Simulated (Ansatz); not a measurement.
Input

```
basis:
  gaussian: {orbitals: def2-TZVPD}
crystal:
  periodic: [false, false, false]
  atoms:
    - {symbol: N, position_ang: [0.430664, -0.357582, -0.959224]}
    - {symbol: N, position_ang: [0.319839, 0.911808, -0.514706]}
    - {symbol: H, position_ang: [1.360132, -0.588272, -1.277630]}
    - {symbol: H, position_ang: [-0.578129, 0.952851, -0.024661]}
    - {symbol: H, position_ang: [-0.041326, -1.113205, -0.474619]}
output: {forces: true, orbitals: {seedname: orbitals}}
hamiltonian: {xc: {name: PBE0}}
magnetization: {spin_polarized: true, initial_magnetization: 1}
```

Run with:

```sh
ansatz run input.yaml --threads 1 --pin off --max-ram 2610MiB --events-out events.jsonl --progress --plain --runs-dir runs
```

Geometry: r2SCAN-D4/def2-TZVP.

These are results of isolated molecule in a Gaussian basis; Kohn-Sham density functional theory, functional PBE0 in Ansatz 0.2.0, not measurements.

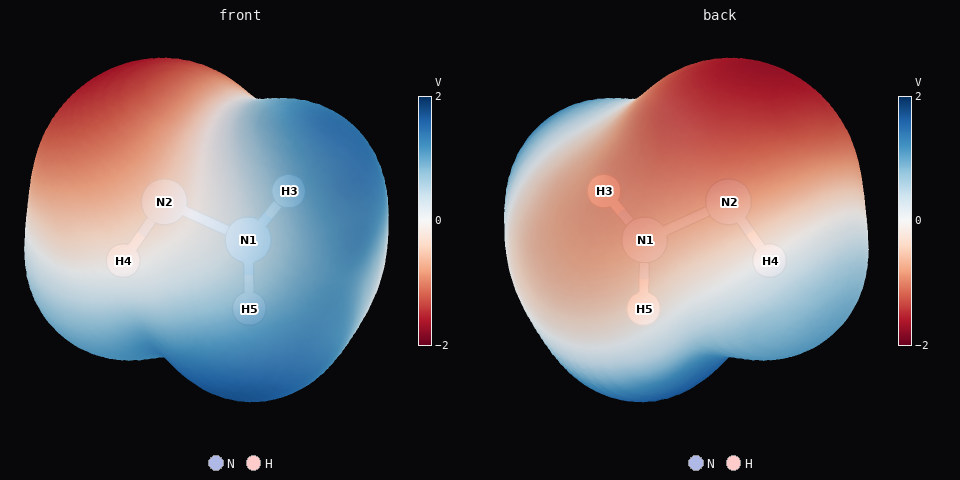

H₃N₂ (SMILES [NH]N) (doublet). The molecular electrostatic potential painted on the density surface at 0.001 e/bohr³, seen from the front and from behind; red is negative and blue positive.

### Where is the surface potential most negative and most positive?

The most negative region (about −1.7 V, or −39 kcal/mol for a unit charge) lies over N2, the most positive (about +1.7 V, or +39 kcal/mol for a unit charge) over H5. N2 is the likeliest acceptor of a hydrogen bond.
